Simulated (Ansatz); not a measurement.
# From PBE to G0W0: LiCl (Fm-3m)

Aim: the quasiparticle gap of LiCl (Fm-3m), starting from PBE.

Main program and level: Ansatz 0.2.0; PBE, then G0W0 on it, plane waves, PAW.

### Step 1. Set-up

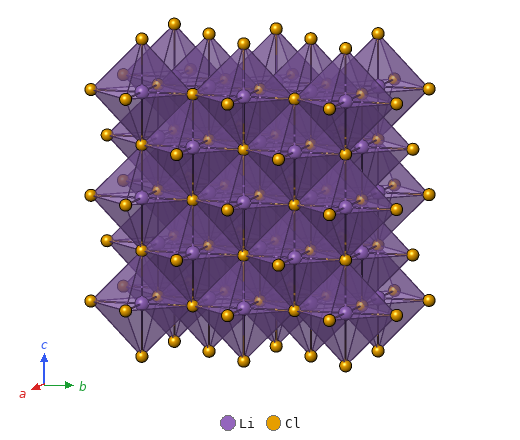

The cell as given, slightly off an axis (lithium purple, chlorine orange). 1×2×2 cells are drawn. This picture shows the conventional cell, with its axes. Some periodic images of atoms are drawn too.

The cell and positions come from the Crystallography Open Database and are kept as given unless a step says otherwise.

### Step 2. The PBE band structure

Levels along a band path and on the mesh show where this functional puts the band edges.

This step: DFT, PBE, plane waves, PAW; PAW set soft_1.

input.yaml

```yaml
crystal:
  lattice:
    - [0.0, 2.5715, 2.5715]
    - [2.5715, 0.0, 2.5715]
    - [2.5715, 2.5715, 0.0]
  atoms:
    - { symbol: Li, position: [0.0, 0.0, 0.0] }
    - { symbol: Cl, position: [0.5, 0.5, 0.5] }
kpoints:
  mp_grid: { grid: [8, 8, 8] }
  band_path:
    path:
      - [[0.0, 0.0, 0.0], [0.5, 0.0, 0.5], [0.625, 0.25, 0.625]]
      - [[0.375, 0.375, 0.75], [0.0, 0.0, 0.0], [0.5, 0.5, 0.5], [0.5, 0.25, 0.75], [0.5, 0.0, 0.5]]
    npoints: 10
hamiltonian:
  xc: pbe
  pseudopotentials: { kind: paw, azcp: { folder: soft_1 } }
scf:
  occupations: { method: fermi_dirac, width: 0.02 }
  n_extra_bands: 4
output:
  eigenvalues: true
```

Started as:

```bash
$ ansatz run input.yaml --threads 24 --pin off --max-ram 82944MiB --backend cuda --events-out ev --progress --plain --runs-dir out --devices 1 --max-vram 78GiB
```

Numbers of over 12 decimals in the logs are rounded to 6 here.

Output:

```text
scf.n_extra_bands = 4 over 5 filled bands (N_el = 10.0): the run solves 9 bands
GPUs: using 1 of 1 available (devices: 1).
Engine: ansatz 0.2.0, aarch64-unknown-linux-gnu
Pseudopotentials: kind: paw
Pseudopotential: Li, paw, valence charge 3, recommended cutoff 420 eV (normal), soft_1/Li.paw.azcp
Pseudopotential: Cl, paw, valence charge 7, recommended cutoff 420 eV (normal), soft_1/Cl.paw.azcp
Functional definition: PBE
  parameter kappa = 0.804
  parameter beta = 0.066725
  exchange = pbe_x(kappa = kappa, mu = beta*pi^2/3)
  correlation = pbe_c(beta = beta)
device memory: the entry about to start is reckoned to put 0.6 GiB on a device that reports 182.5 GiB free (of which the cap on the GPU budget leaves the run 78.0 GiB)
GPU FFT provider: cuFFT
GPU libraries: cuBLAS 13.8.1, cuFFT 12.4.0, cuSOLVER 12.3.2
GPU matrix products: emulated (plane waves: as basis.precision tells), large ones in fixed point in workspaces of 1.00 GiB
Crystal: 2 atoms, lattice volume = 34.009 Å³
Basis set: ecut = 420 eV, 645 PW (Γ)
Bands: 9, of which v1, the nominal top of the filled ones, is band 5 counted from 1 (4 counted from 0)
Symmetry: 48 space group operations
Space group: Fm-3m (ITA 225), of the structure as read, at distance tolerance 3.2e-5 Å
k-points: 29 of 512
Non-local potential: Li, projectors of the file, l = 0: 3, l = 1: 2, l = 2: 1
Non-local potential: Cl, projectors of the file, l = 0: 2, l = 1: 2, l = 2: 1
PAW form: soft (Blöchl's): semilocal exchange-correlation on the pseudo side does not see the compensation charge
PAW one-centre angular grid: Li, 110 points (default); XC on 96 Gauss nodes
PAW one-centre angular grid: Cl, 110 points (default); XC on 64 Gauss nodes
Initial density: superposition of atomic densities (chi_scale 0.1, normalization cell, long waves kept (reshape's long-wave potential 0.00 eV rms))
Initial wavefunctions: pseudopotential atomic-orbital guess
GPU buffer pool allocated for 15625 grid points (all kernels)
GPU transforms: local potential and band sums: pruned to the plane-wave sphere, on 25×25×25
Functional: x = pbe(κ = 0.804, μ = 0.219515), c = pbe(β = 0.066725)
SCF iter   1: F=—  HF=-1287.810545 eV  |F-HF|=—  |Δ(HF+E_count)|=         —  Δρ=2.86e-2  dr2=1.94e-1  ethr=3.10e-3  ⟨swp⟩=6.2  Hψ=2162  notcnv=0
preconditioner: auto → none  [insulator: Δε(μ)=5.859 eV  Ē_g=13.747 eV  σ=0.020 eV  W_gap=1.00  n_scr=8 (ndim 8)  ℏωp=18.0 eV  f_vac=0.000  D(μ)=0.00/eV (n_scr^D=0)  ε∞_Penn≈2.7]
SCF iter   2: F=—  HF=-1287.825932 eV  |F-HF|=—  |Δ(HF+E_count)|=   1.54e-2  Δρ=1.36e-2  dr2=4.20e-2  ethr=1.94e-3  ⟨swp⟩=2.1  Hψ=611  notcnv=0
SCF iter   3: F=—  HF=-1287.835441 eV  |F-HF|=—  |Δ(HF+E_count)|=   9.51e-3  Δρ=2.77e-3  dr2=2.34e-3  ethr=4.20e-4  ⟨swp⟩=2.1  Hψ=470  notcnv=0
SCF iter   4: F=—  HF=-1287.835115 eV  |F-HF|=—  |Δ(HF+E_count)|=   3.26e-4  Δρ=4.64e-4  dr2=4.80e-5  ethr=2.34e-5  ⟨swp⟩=2.6  Hψ=471  notcnv=0
SCF iter   5: F=—  HF=-1287.835172 eV  |F-HF|=—  |Δ(HF+E_count)|=   5.71e-5  Δρ=7.88e-5  dr2=2.80e-6  ethr=4.80e-7  ⟨swp⟩=2.6  Hψ=409  notcnv=0
SCF iter   6: F=-1287.835171 eV  HF=-1287.835171 eV  |F-HF|=1.16e-10  |Δ(HF+E_count)|=   9.66e-7  Δρ=7.29e-6  dr2=1.38e-8  ethr=1.00e-9  ⟨swp⟩=2.5  Hψ=1156  notcnv=0
SCF 1 converged in 6 iterations: F = -1287.835171 eV  dr2 = 1.38e-8
  greatest PAW one-centre occupation: 1.000 electrons in one spin orbital (limit 2), on the Li atom at site 0 (counted from 0), in its partial waves of l = 0
device memory: the entry about to start is reckoned to put 0.6 GiB on a device that reports 182.5 GiB free (of which the cap on the GPU budget leaves the run 78.0 GiB)
NSCF: frozen V_eff on 62 k-points, pencils in batches of 32, up to order 44
SCF converged after 6 iterations
Free energy (F): -1287.835171 eV
Harris-Foulkes:  -1287.835171 eV  (|F-HF|=1.16e-10)
Internal energy: -1287.835171 eV  (E = F + TS)
E sigma→0 (E₀):  -1287.835171 eV
Fermi energy:    4.786985 eV
--- Per-component energies (eV) ---
  E_band       = -104.012683
  E_kinetic    = 169.914638
  E_local      = -328.895451  (includes V_loc(G=0)·N_el)
  E_nonlocal   = 11.492119
  E_hartree    = 96.616510
  E_xc         = -117.311181
  E_vxc        = -129.219709  (∫ρ·V_xc dr)
  E_paw        = -683.307939  (= ΣΔE_a)
  E_vpaw       = -20.539162  (= ΣTr[D̂ρ^β])
  E_aug_tail   = 0.000363  (compensation charges beyond the density's cutoff)
  E_ewald      = -436.344230
  E_smearing   = -0.000000  (= −TS)
  E_closure    = 0.000000  (closes the sum)
  Σ components = -1287.835171   (vs F -1287.835171, Δ=0.00e0)
--- Band table (eV; the first three rows and the last of 29) ---
  k-point 0: bands = ["-41.9035", "-11.7520", "1.6181", "1.6181", "1.6181", "7.9052", "13.4049", "13.4049", "13.4049"]
  k-point 1: bands = ["-41.9032", "-11.6777", "1.0975", "1.5777", "1.5777", "8.3666", "12.6667", "13.3245", "13.3245"]
  k-point 2: bands = ["-41.9022", "-11.4888", "0.0552", "1.4855", "1.4855", "8.8038", "12.2204", "12.2204", "12.5121"]
  k-point 28: bands = ["-41.9001", "-10.9627", "-0.4718", "-0.4718", "0.5713", "11.0752", "11.7010", "11.9795", "11.9795"]
```

Elapsed: 0.97 s, on 1 × NVIDIA GB200 (shared by 2 runs) with 24 threads of Arm Neoverse V2, shared host; peak memory 0.97 GiB.

This step gave:

- filled bands: 5
- gap: 6.284 eV
- valence top at: k = (0.075, 0.075, 0.150)
- conduction bottom at: Γ
- least direct gap: 6.287 eV

Over mesh and path the gap is 6.284 eV, from k = (0.075, 0.075, 0.150) to k = Γ. The least direct gap found is 6.287 eV, at k = Γ. On the 8×8×8 mesh alone the same run gives 6.287 eV, so that mesh misses an edge of PBE: 6.287 − 6.284 = +0.003 eV.

Electronic bands along the path, in eV, zero at the top of the highest nominally filled band; v1 is the highest filled band, c1 the lowest empty one:

| point | v4 | v3 | v2 | v1 | c1 | c2 | c3 | c4 |
| --- | --- | --- | --- | --- | --- | --- | --- | --- |
| Γ | -13.37 | 0.00 | 0.00 | 0.00 | 6.28 | 11.78 | 11.78 | 11.78 |
| X | -12.58 | -2.86 | -1.09 | -1.09 | 7.81 | 8.25 | 12.37 | 14.06 |
| U | -12.60 | -2.45 | -1.76 | -0.82 | 8.03 | 9.85 | 11.37 | 11.65 |
| jump to K | -12.60 | -2.45 | -1.76 | -0.82 | 8.03 | 9.85 | 11.37 | 11.65 |
| Γ | -13.37 | 0.00 | 0.00 | 0.00 | 6.28 | 11.78 | 11.78 | 11.78 |
| L | -12.81 | -2.79 | -0.26 | -0.26 | 6.73 | 9.43 | 9.43 | 12.89 |
| W | -12.58 | -2.09 | -2.09 | -1.05 | 9.45 | 10.08 | 10.36 | 10.36 |
| X | -12.58 | -2.86 | -1.09 | -1.09 | 7.81 | 8.25 | 12.37 | 14.06 |

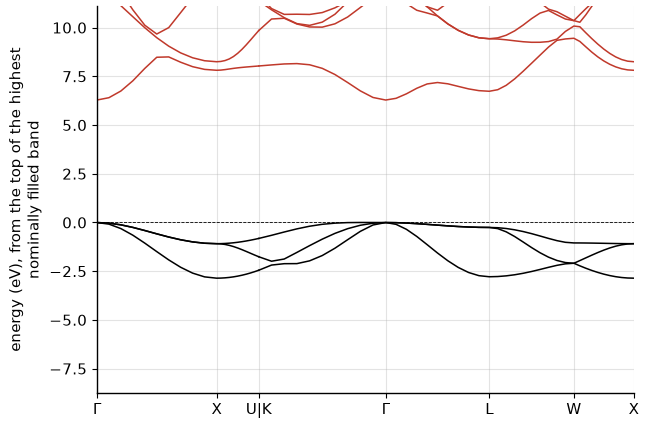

Electronic bands along the path; lines of filled and empty bands in two colours.

(Continued in part 2 of 2.)

[Paths, hosts, dates, memory and timing lines, banners, echoed tables and standing remarks are left out of the program output.]

[Logs are printed without paths, hosts, clocks, repeated set-up lines and the standing remarks that a program may print on its own settings, such as how far it seeks lower states.]

[Runs of the session that timed out or met a known fault of the program may be left out.]

[Cells called generated may have been cut or substituted from an entry of the Crystallography Open Database or the Materials Project.]

[Hosts, paths, dates, database ids (printed as entryN), source tags and the programs' standing remarks are cut or masked in the printed files.]

[Where an RPA ε∞ is given, it is that of the G0W0 mesh and is not shown converged in it. Names of k-points follow the symmetry that the program found, which can be lower than the space group named. Band edges on a path are those of the sampled points; other points can move an edge, and change direct to indirect where valleys lie close.]

[Hybrid gaps are those of their k-mesh and are not shown converged in it.]
